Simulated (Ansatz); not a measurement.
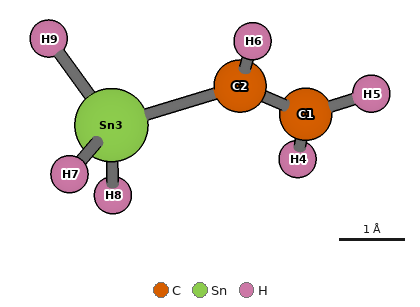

Fig. 1: The input geometry of run A (ball-and-stick view, seen at a tilt; atoms are numbered from 1 in the order of the input). Sticks mark near contacts.

# C$_{2}$H$_{6}$Sn: one change and its effect

System: C$_{2}$H$_{6}$Sn, SMILES C=[CH][SnH3].
Method of run A: RKS SPW92/def2-TZVPP (Ansatz 0.2.0).

The geometry comes from this level: PBE0-D4/def2-TZVP. Text and figures count atoms from 1; the logs count them from 0 in places.

**Input file, run A**
```yaml
crystal:
  periodic: [false, false, false]
  atoms:
    - {symbol: C, position_ang: [-0.820649, 0.882866, -1.130094]}
    - {symbol: C, position_ang: [0.134455, 0.815762, -0.210600]}
    - {symbol: Sn, position_ang: [0.550810, -0.958283, 0.881409]}
    - {symbol: H, position_ang: [-1.448190, 0.031415, -1.379661]}
    - {symbol: H, position_ang: [-1.023132, 1.798151, -1.681829]}
    - {symbol: H, position_ang: [0.728250, 1.704242, -0.007399]}
    - {symbol: H, position_ang: [2.163020, -1.459547, 0.619731]}
    - {symbol: H, position_ang: [-0.528822, -2.163428, 0.335577]}
    - {symbol: H, position_ang: [0.332758, -0.697479, 2.555768]}
basis:
  gaussian: {orbitals: def2-TZVPP}
hamiltonian: {xc: lda}
output: {orbitals: {seedname: orbitals}}
```

Hardware: 2 CPU threads, shared host.

**Output (run A)**
```
Functional definition: SPW92
  exchange = slater_x
  correlation = pw_c
1102 factors; their error is unknown
mean field evaluation 1: about -7961.4353 eV, gradient 6.6e1 eV
mean field evaluation 2: about -7927.7453 eV, gradient 1.2e2 eV
mean field evaluation 4: about -7972.1734 eV, gradient 7.0e0 eV
mean field evaluation 8: about -7972.2884 eV, gradient 2.2e-1 eV
mean field evaluation 16: about -7972.2702 eV, gradient 3.3e-4 eV
mean field -7972.27021274 eV, -292.9755265194 hartree, gradient 4.5e-5 eV, S^2 0.000000; 0 other end points of the search recorded, 0 dependent functions left out
reference -7972.27026070 eV, -292.9755282819 hartree; 20, 20 occupied and 176, 176 virtual orbitals, 1102 factors
Total energy: -7972.27026070 eV, -292.9755282819 hartree
```

The input of run B differs as follows (lines with − go, lines with + come):
```diff
-hamiltonian: {xc: lda}
+hamiltonian: {xc: {name: B97M-V}}
```

How does run B compare with run A?

The total energies belong to different methods, so their difference says nothing on which is more stable or more accurate. The HOMO goes from −6.97 to −7.05 eV. The LUMO goes from −1.55 to −1.09 eV.

**Output (run B)**
```
Functional definition: B97M-V
  parameter cx00 = 1.000
  parameter cx01 = 1.308
  parameter cx02 = 1.901
  parameter cx10 = 0.416
  parameter cx11 = 3.070
  parameter css00 = 1.000
  parameter css02 = -1.855
  parameter css10 = -5.668
  parameter css32 = -20.497
  parameter css42 = -20.364
  parameter cos00 = 1.000
  parameter cos01 = 1.573
  parameter cos03 = -6.298
  parameter cos10 = 2.535
  parameter cos32 = -6.427
  parameter b = 6.0
  parameter c = 0.01
  gx(w, u) = cx00 + cx01*u + cx02*u^2 + (cx10 + cx11*u)*w
  gss(w, u) = css00 + css02*u^2 + css10*w + (css32*w^3 + css42*w^4)*u^2
  gos(w, u) = cos00 + cos01*u + cos03*u^3 + cos10*w + cos32*w^3*u^2
  exchange = spin_sum(e_x_unif_s*gx(b97_w, b97_u_x))
  correlation = spin_sum(e_c_pw_mod_same_spin*gss(b97_w, b97_u_same))
      + integral(e_c_pw_mod_opposite_spin*gos(b97_w_opposite, b97_u_opposite)) + vv10(b, c)
1102 factors; their error is unknown
mean field evaluation 1: about -7995.2354 eV, gradient 5.4e1 eV
mean field evaluation 2: about -7981.9772 eV, gradient 8.4e1 eV
mean field evaluation 4: about -8002.8141 eV, gradient 4.6e0 eV
mean field evaluation 8: about -8002.8442 eV, gradient 4.8e-1 eV
mean field evaluation 16: about -8002.8445 eV, gradient 1.9e-5 eV
mean field -8002.84452601 eV, -294.0991118079 hartree, gradient 2.9e-5 eV, S^2 0.000000; 0 other end points of the search recorded, 0 dependent functions left out
reference -8002.84460008 eV, -294.0991145300 hartree; 20, 20 occupied and 176, 176 virtual orbitals, 1102 factors
Total energy: -8002.84460008 eV, -294.0991145300 hartree
```

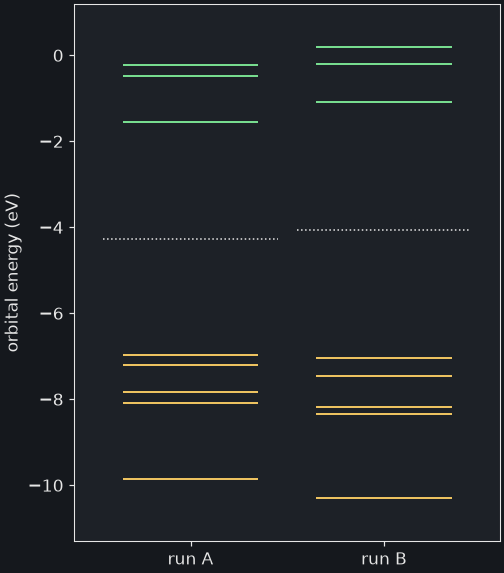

Fig. 2: The five highest filled and three lowest empty orbital energies of the two runs; the dotted lines part filled from empty levels. The HOMO–LUMO gap is 5.42 eV in run A and 5.97 eV in run B.

**The two runs side by side**

| quantity | run A | run B |
| --- | --- | --- |
| outcome | converged | converged |
| total energy (hartree) | −292.975528 | −294.099115 |
| HOMO (eV) | −6.97 | −7.05 |
| LUMO (eV) | −1.55 | −1.09 |
| basis functions | 196 | 196 |
| wall time (shared host) | 0.8 s | 4 s |
